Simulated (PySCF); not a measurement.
CH6B2

```xyz
9

B     1.6547   -0.0562   -0.0369
B     0.0742   -0.3477    0.3490
C    -1.2130    0.3038   -0.2665
H     2.3096    0.8034    0.5156
H     2.2464   -0.7181   -0.8643
H    -0.1088   -1.1608    1.2422
H    -1.9455   -0.4749   -0.5394
H    -1.7018    0.8752    0.5455
H    -1.0631    0.9776   -1.1209
```

Geometry: PBE0-D3(BJ)/def2-SVP.

All numbers below come from PySCF, PBE0/def2-SVPD, SCF density, gas phase.

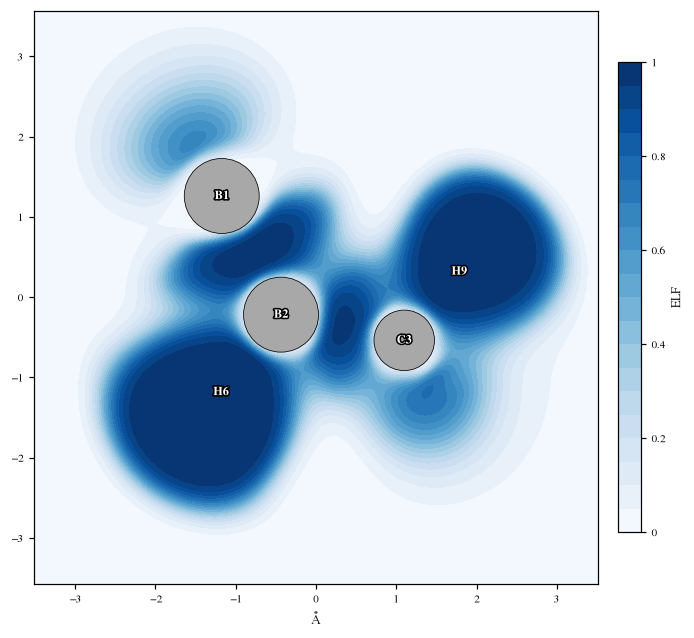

Figure 1. ELF on the plane of atoms B1, B2 and H6. Grey discs cover the atomic cores.

Question: What do the fields say about this system?

Answer:
- Atoms in the plane: B, C and H.
- C–B (1.57 Å): the ELF peaks at about 0.95 between the atoms, as expected for a shared electron pair.
- B–B (1.65 Å): the ELF peaks at about 1 between the atoms (a shared electron pair).
- C–H (1.10 Å): the ELF climbs to about 1 towards the hydrogen, as it does in any bond to H (a covalent bond by its length).
- B–H (1.22 Å): the ELF climbs to about 1 towards the hydrogen; an ordinary covalent bond to hydrogen.

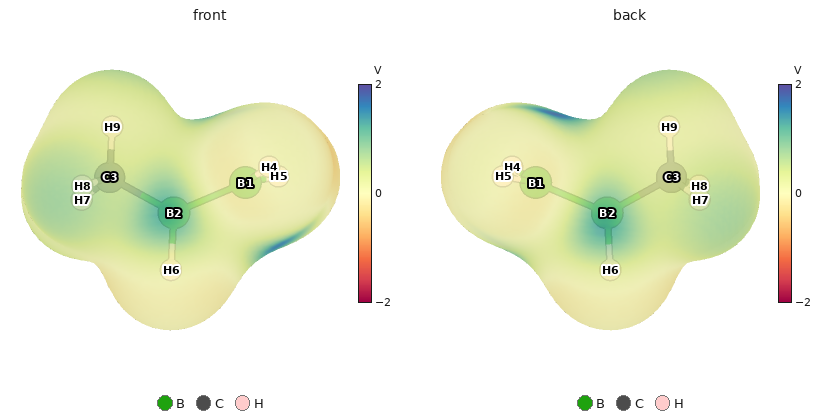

Figure 2. The molecular electrostatic potential painted on the density surface at 0.002 e/bohr³, seen from the front and from behind; red is negative and blue positive.

Question: Describe the electrostatic potential map.

Answer: The most negative region (about −0.4 V, or −9 kcal/mol for a unit charge) lies over H5, the most positive (about +1.6 V, or +37 kcal/mol for a unit charge) over B1.

Question: How polar is the molecule by this calculation?

Answer: Its dipole moment is 0.73 D.
